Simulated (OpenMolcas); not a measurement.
**Cu²⁺ among point charges: CASSCF and CASPT2 levels and susceptibility**

Aim: the splitting of the states of Cu²⁺ in the field of 5 point charges, its lowest levels with spin-orbit coupling and its magnetic susceptibility.

The numbers are computed with OpenMolcas 26.06 (state-averaged CASSCF and CASPT2, spin-orbit coupling by RASSI with atomic mean-field integrals), except any that are marked as measured or tabulated.

**1. The system**

- Species: Cu²⁺ (copper, Z = 29, 27 electrons)
- Basis: ANO-RCC-VDZP [5s4p2d1f], 34 functions
- Scalar Hamiltonian: DKH2, point nucleus
- Inactive shells: 1s 2s 2p 3s 3p
- Active space: 9 electrons in 5 orbitals (3d)
- Some configurations of this space: 3d⁹
- Orbitals: optimised for each spin and parity, averaged over all roots

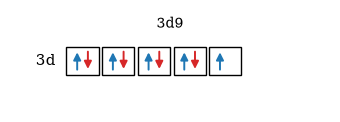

Occupation of the outer shells (arrows by Hund's rule).

The ion sits among 5 point charges of -1 e arranged as a trigonal bipyramid (D3h), 1.73 Å from the ion, with the axial distance 1.782 Å.

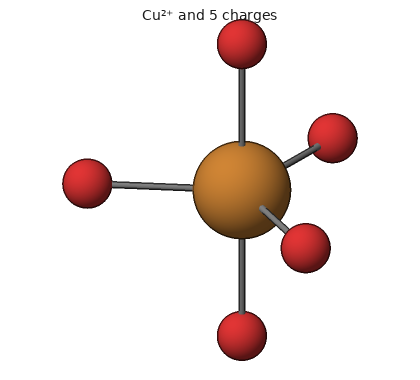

The ion and the point charges (red).

The work runs as a chain of OpenMolcas steps in one folder; each step below is one input file. Labels, J, g values, rates, χT and fits are worked out afterwards by a script from the matrices that RASSI stores.

**2. One- and two-electron integrals**

Contents of a.inp:

```
&GATEWAY
Coord
1

Cu 0.0 0.0 0.0
Basis=ANO-RCC-VDZP
Group=NoSym
NoMove
AngMom=0.0 0.0 0.0
AMFI
XField
5 Angstrom 0
1.730000 0.000000 0.000000 -1.000000
-0.865000 1.498224 0.000000 -1.000000
-0.865000 -1.498224 0.000000 -1.000000
0.000000 0.000000 1.781900 -1.000000
0.000000 0.000000 -1.781900 -1.000000
&SEWARD
```

Started as:

```console
OMP_NUM_THREADS=1 MOLCAS_MEM=1689 MOLCAS_PROJECT=a pymolcas a.inp > a.log
```

Standard output:

```text
Basis set label: CU.ANO-RCC...5S4P2D1F.

      Electronic valence basis set:
      ------------------
      Associated Effective Charge  29.000000 au
      Associated Actual Charge     29.000000 au
      Nuclear Model: Point charge

      Shell  nPrim  nBasis  Cartesian Spherical Contaminant
         s      21       5        X
         p      15       4        X
         d      10       2                 X
         f       6       1                 X
                  Relativistic Douglas-Kroll-Hess integrals:
                    - DKH order of Hamiltonian: 2
                    - DKH order of Properties : 0
                  Atomic mean-field integrals
```

**3. CASSCF: doublets, 5 roots**

Contents of a.inp:

```
&RASSCF
FileOrb=start.orb
Symmetry=1
Spin=2
nActEl=9 0 0
Inactive=9
Ras2=5
CIRoot=5 5 1
SDav=5
CIMx=300
Iter=120 100
PrWF=0.3
OrbListing=Nothing
MaxOrb=0
>>> COPY $Project.JobIph JOB001
```

start.orb holds the contracted functions of the basis, ordered by shell, or the orbitals of the step before.

Standard output, cut to the lines that bear on the results:

```text
[...]
      Number of active orbitals                  5
[...]
      Spin quantum number                      0.5
[...]
      Active orbitals                            5
[...]
      Number of CSFs                             5
      Number of root(s) required                 5
[...]
      Convergence after 11 iterations
[...]
      Natural orbitals and occupation numbers for root  1
      sym 1:   2.000000   2.000000   1.000000   2.000000   2.000000
      Natural orbitals and occupation numbers for root  2
      sym 1:   2.000000   2.000000   2.000000   1.000000   2.000000
      Natural orbitals and occupation numbers for root  3
      sym 1:   2.000000   1.000000   2.000000   2.000000   2.000000
::    RASSCF root number  1 Total energy:  -1655.25108003
::    RASSCF root number  2 Total energy:  -1655.23689719
::    RASSCF root number  3 Total energy:  -1655.23689719
::    RASSCF root number  4 Total energy:  -1655.23686846
::    RASSCF root number  5 Total energy:  -1655.23686846
```

**4. RASSI: spin-orbit coupling between the states**

Contents of a.inp:

```
&RASSI
NrOfJobIphs=1 5
1 2 3 4 5
IphNames
JOB001
EJob
SpinOrbit
DIPRint=1.0
SOCoupling=1000.0
Subsets=2
Property=9
'ANGMOM' 1 'ANGMOM' 2 'ANGMOM' 3 'MLTPL  1' 1 'MLTPL  1' 2 'MLTPL  1' 3
'AMFI' 1 'AMFI' 2 'AMFI' 3
SOProperty=3
'ANGMOM' 1 'ANGMOM' 2 'ANGMOM' 3
```

Standard output, cut to the lines that bear on the results:

```text
SPIN-FREE ENERGIES:
  (Shifted by EMIN (a.u.) =      -1655.2510800300)
 SF State       Relative EMIN(au)   Rel lowest level(eV)    D:o, cm**(-1)      L_eff
     1             0.0000000000        0.0000000000              0.0000         2.0
     2             0.0141828351        0.3859346037           3112.7725         2.0
     3             0.0141828351        0.3859346037           3112.7725         2.0
     4             0.0142115737        0.3867166206           3119.0799         2.0
     5             0.0142115742        0.3867166352           3119.0800         2.0
     Dipole printing threshold changed to   1.00000000E+00
[...]
Eigenvalues of complex Hamiltonian:
   -----------------------------------
  (Shifted by EMIN (a.u.) =      -1655.2510800300)
 SO State       Relative EMIN(au)   Rel lowest level(eV)    D:o, cm**(-1)     J-value
     1            -0.0012980250        0.0000000000              0.0000         2.3
     2            -0.0012980250        0.0000000000              0.0000         2.3
     3             0.0103704902        0.3175164715           2560.9431         2.1
     4             0.0103704902        0.3175164715           2560.9431         2.1
     5             0.0103804818        0.3177883580           2563.1360         1.2
     6             0.0103804818        0.3177883580           2563.1360         1.2
     7             0.0173872784        0.5084530068           4100.9501         1.6
     8             0.0173872784        0.5084530068           4100.9501         1.6
     9             0.0199485927        0.5781499183           4663.0936         0.8
    10             0.0199485927        0.5781499183           4663.0936         0.8
Weights of the five most important spin-orbit-free states for each spin-orbit state.
[...]
```

These steps: 1.8 s of run time, 1 thread of Arm Neoverse V1, shared host.

Spin-free states, with their symmetry labels:

```
state  degeneracy  E (cm-1)  free-ion L (%)
  2A1           1         0         D (100)
   2E           2      3113         D (100)
   2E           2      3119         D (100)
```

With spin-orbit coupling:

```csv
E (cm-1),Degeneracy,Label,2S+1,g
0.0,2,E1/2,2,1.86 3.11 3.11
2561,2,E3/2,2,0.00 0.00 3.60
2563,2,E1/2,2,0.00 0.00 5.99
4101,2,E1/2,2,0.14 1.11 1.11
4663,2,E3/2,2,0.00 0.00 2.39
```

Labels of spin-orbit levels are those of the rotation subgroup (D3 for D3h). Principal g values are given for doublets only; a zero marks a field direction without first-order Zeeman splitting.

Powder χT (cm³ K/mol): 0.71 at 2 K, 0.71 at 5 K, 0.72 at 10 K, 0.72 at 20 K, 0.73 at 50 K, 0.75 at 100 K, 0.76 at 150 K, 0.78 at 200 K, 0.80 at 250 K, 0.81 at 300 K.

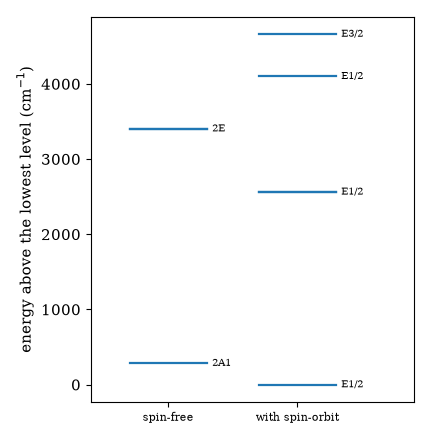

The states in the field without (left) and with (right) spin-orbit coupling.

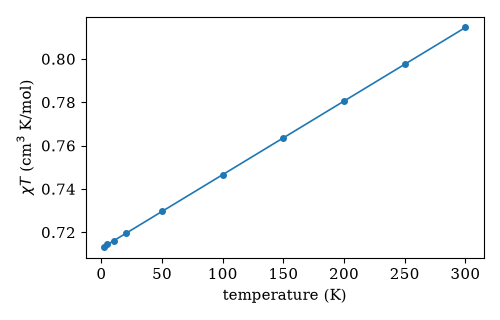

χT against temperature.

**5. CASPT2: IPEA 0.25, imaginary shift 0.1 (closed shells correlated: 3s 3p)**

Contents of a.inp:

```
>>> COPY JOB001 $Project.JobIph
&CASPT2
Multistate=5 1 2 3 4 5
NoMult
Frozen=5
IPEA=0.25
Imaginary=0.1
MaxIter=60
WThr=0.0 0.3 0.05
PrWF=0.5
NoMix
```

Standard output:

```text
Orbital specifications:
      -----------------------

      Symmetry species                           1
                                                 a
      Frozen orbitals                            5
      Inactive orbitals                          4
      Active orbitals                            5
      Secondary orbitals                        20
      Deleted orbitals                           0
      Number of basis functions                 34
Type of calculation                        SS-CASPT2
      Fock operator                              state-specific
      IPEA shift                                 0.25
      Real shift                                 0.00
      Imaginary shift                            0.10
      The input orbitals will be transformed to quasi-canonical
Reference energy:       -1655.2510800300
      E2 (Non-variational):      -0.5285566658
      Shift correction:          -0.0001248766
      E2 (Variational):          -0.5286815424
      Total energy:           -1655.7797615724
      Residual norm:              0.0000006374
      Reference weight:           0.93119
      Contributions to the CASPT2 correlation energy
      Active & Virtual Only:         -0.3038341416
      One Inactive Excited:          -0.1752197573
      Two Inactive Excited:          -0.0495027669
Reference energy:       -1655.2368971949
      E2 (Non-variational):      -0.5265359695
      Shift correction:          -0.0001230525
      E2 (Variational):          -0.5266590220
      Total energy:           -1655.7635562170
      Residual norm:              0.0000000662
      Reference weight:           0.93161
      Contributions to the CASPT2 correlation energy
      Active & Virtual Only:         -0.3023567597
      One Inactive Excited:          -0.1747001980
      Two Inactive Excited:          -0.0494790118
::    CASPT2 Root  1     Total energy:  -1655.77976157
::    CASPT2 Root  2     Total energy:  -1655.76355622
::    CASPT2 Root  3     Total energy:  -1655.76355614
::    CASPT2 Root  4     Total energy:  -1655.76391082
::    CASPT2 Root  5     Total energy:  -1655.76368350
```

This run took 0.62 s in all on 1 thread of Arm Neoverse V1, shared host.

SS-CASPT2: lowest energy less the reference's lowest, -0.5287 hartree; reference weights 0.931 to 0.932.

Spin-free states, with their symmetry labels:

```csv
state,degeneracy,E (cm-1),free-ion L (%)
2A1,1,0,D (100)
2E,2,3504,D (100)
2E,2,3557,D (100)
```

With spin-orbit coupling:

| E (cm-1) | Degeneracy | Label | 2S+1 | g |
| --- | --- | --- | --- | --- |
| 0 | 2 | E1/2 | 2 | 1.89 3.03 3.03 |
| 2920 | 2 | E1/2 | 2 | 0.00 0.00 5.99 |
| 2960 | 2 | E3/2 | 2 | 0.00 0.00 3.58 |
| 4490 | 2 | E1/2 | 2 | 0.11 1.02 1.02 |
| 5030 | 2 | E3/2 | 2 | 0.00 0.00 2.41 |

Powder χT (cm³ K/mol): 0.68 at 2 K, 0.69 at 5 K, 0.69 at 10 K, 0.69 at 20 K, 0.70 at 50 K, 0.71 at 100 K, 0.73 at 150 K, 0.74 at 200 K, 0.76 at 250 K, 0.77 at 300 K.

**6. The methods side by side**

A. CASSCF
B. SS-CASPT2, IPEA 0.25, imaginary shift 0.1 (closed shells correlated: 3s 3p)

```csv
method,ground state,first state of that spin (cm-1),first gap with spin-orbit (cm-1),χT at 300 K
A,2A1,2E 3113,2560.9,0.81
B,2A1,2E 3504,2919.8,0.77
```

**7. Results**

| quantity | value |
| --- | --- |
| method | SS-CASPT2, IPEA 0.25, imaginary shift 0.1 (closed shells correlated: 3s 3p) |
| spin-free ground state | 2A1, 1-fold in its orbital part |
| first state of the same spin within the active space | 2E at 3500 cm⁻¹ |
| lowest level | 2-fold E1/2, g = 1.89, 3.03, 3.03 |
| next level | 2919.8 cm⁻¹ |
| χT at 300 K | 0.77 cm³ K/mol |
| effective moment at 300 K | 2.48 μB |

Cost by method:

| method | time of its own steps | time with the reference |
| --- | --- | --- |
| A. CASSCF | 1.8 s | 1.8 s |
| B. SS-CASPT2, IPEA 0.25, imaginary shift 0.1, +3s 3p | 0.62 s | 2.4 s |

Times are of one thread on a shared host.

In words: The spin-free ground state (2A1) comes to 100 % from free-ion D terms and keeps the highest spin of the shell. χT at 300 K is 0.77, against 0.38 cm³ K/mol for the spin alone, so orbital moment adds to it. CASPT2 does not keep the components of a term degenerate, and the means are used. The field of point charges can differ much from that of real complexes. This is an electrostatic model: the charges have no orbitals.
